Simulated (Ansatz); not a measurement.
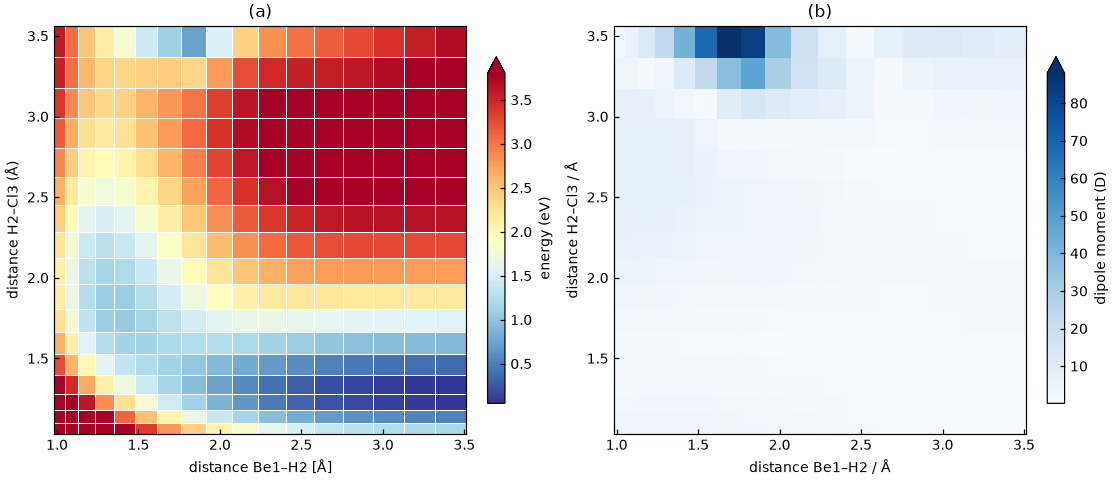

The system Be + HCl. 
- Coordinates scanned: (1) distance Be1–H2; (2) distance H2–Cl3.
- Nothing is relaxed (the angle Be1–H2–Cl3 is fixed at 90 degrees).
- The grid has 17 × 17 points.
- Points are written as (first, second).
- All energies are given in eV relative to Be far from the relaxed HCl (each part in its own basis).
- The restricted reference is unstable at some or all points, so the energies there are unreliable.
- Computed with RHF-CCSD(T), frozen core/def2-TZVPD in Ansatz 0.2.0.

Panel (a) is the energy; panel (b) is the computed dipole moment, in D.

Drawn: one coloured cell a grid point, one colour for all values above the top of the scale.

Question: How does the dipole moment vary over the map, and what is it at the lowest grid point?

Answer: Leaving out the highest fifth of the energies, it runs from 0 D at (1.835 Å, 1.593 Å) to 88 D at (1.687 Å, 3.464 Å). At the lowest grid point, (3.416 Å, 1.336 Å), it is 1 D. That point lies on the edge of the scan.
